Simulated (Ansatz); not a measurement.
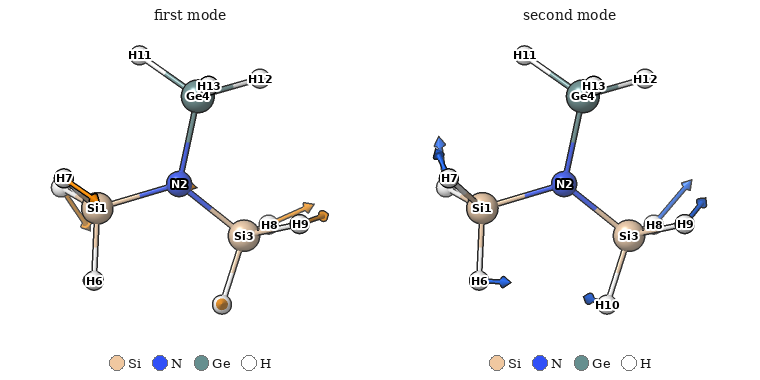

The system is GeH₉NSi₂, charge +1, spin multiplicity 2; the picture shows the reference structure; its two panels give the patterns of the first and the second mode as arrows. The first coordinate is: normal mode 21 (975 cm⁻¹, of the parent); the second: normal mode 22 (976 cm⁻¹, of the parent). Nothing is relaxed (straight displacements along the two mass-weighted modes). The grid has 11 × 11 points. Points are written as (first, second). All energies are given in cm⁻¹ relative to the lowest grid point. Near the degeneracy a single determinant is a rough description. Method: UKS B3LYP-D4/def2-SVP in Ansatz.

Its coordinates:

```xyz
13

Si   -0.6541    1.4051   -0.8828
N     0.0220    0.0683    0.0268
Si    0.4749    0.1600    1.7174
Ge    0.1891   -1.5838   -0.8382
H    -2.1373    1.2993   -1.0416
H    -0.3416    2.6824   -0.1817
H    -0.0629    1.4295   -2.2550
H    -0.5291   -0.4898    2.6149
H     1.7779   -0.5392    1.9325
H     0.6066    1.5920    2.1088
H    -0.9381   -1.6870   -1.8850
H     0.0481   -2.6883    0.2279
H     1.5650   -1.6834   -1.5291
```

Range: normal mode 21 (975 cm⁻¹, of the parent) from −0.215 to 0.215 amu½·Å; normal mode 22 (976 cm⁻¹, of the parent) from −0.215 to 0.215 amu½·Å.

Question: What will the energy surface look like?

Answer: The lowest grid point is at (0.000 amu½·Å, 0.129 amu½·Å). It is the only kind of minimum in the scanned range. The highest grid point, (0.215 amu½·Å, −0.215 amu½·Å), lies 1822 cm⁻¹ above the lowest.

| second ↓, first → | −0.215 | −0.172 | −0.129 | −0.086 | −0.043 | 0.000 | 0.043 | 0.086 | 0.129 | 0.172 | 0.215 |
| --- | --- | --- | --- | --- | --- | --- | --- | --- | --- | --- | --- |
| 0.215 | 580 | 415 | 287 | 196 | 142 | 125 | 146 | 205 | 300 | 434 | 604 |
| 0.172 | 492 | 327 | 199 | 109 | 55 | 40 | 62 | 121 | 219 | 354 | 526 |
| 0.129 | 451 | 286 | 158 | 68 | 15 | 0 | 23 | 84 | 182 | 319 | 493 |
| 0.086 | 455 | 290 | 163 | 73 | 20 | 6 | 30 | 92 | 191 | 329 | 505 |
| 0.043 | 505 | 340 | 213 | 123 | 71 | 58 | 82 | 145 | 245 | 385 | 562 |
| 0.000 | 600 | 435 | 308 | 218 | 167 | 154 | 179 | 242 | 344 | 484 | 663 |
| −0.043 | 740 | 575 | 447 | 358 | 307 | 294 | 320 | 384 | 487 | 628 | 808 |
| −0.086 | 924 | 759 | 631 | 542 | 491 | 479 | 505 | 570 | 674 | 816 | 997 |
| −0.129 | 1152 | 986 | 859 | 770 | 719 | 707 | 734 | 799 | 904 | 1047 | 1229 |
| −0.172 | 1424 | 1258 | 1130 | 1041 | 990 | 979 | 1006 | 1072 | 1177 | 1321 | 1504 |
| −0.215 | 1739 | 1572 | 1444 | 1355 | 1304 | 1293 | 1320 | 1387 | 1492 | 1638 | 1822 |

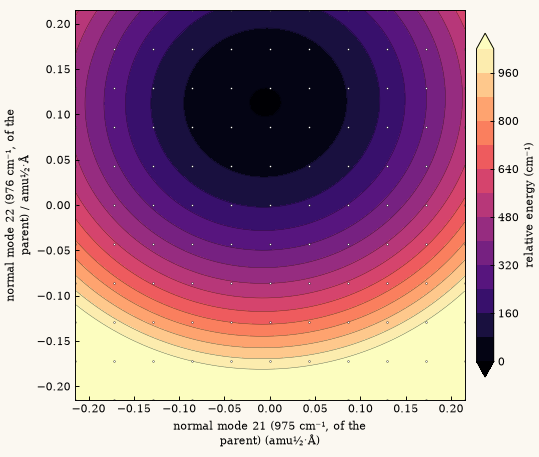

In the figure: filled contours, dots at the grid points, one colour for all values above the top of the scale. Between grid points the surface is interpolated.

Time for the 121 points that were run: 14 min on 1 thread of AMD EPYC 9R45 96-Core Processor (Zen 5), with other jobs on the host.
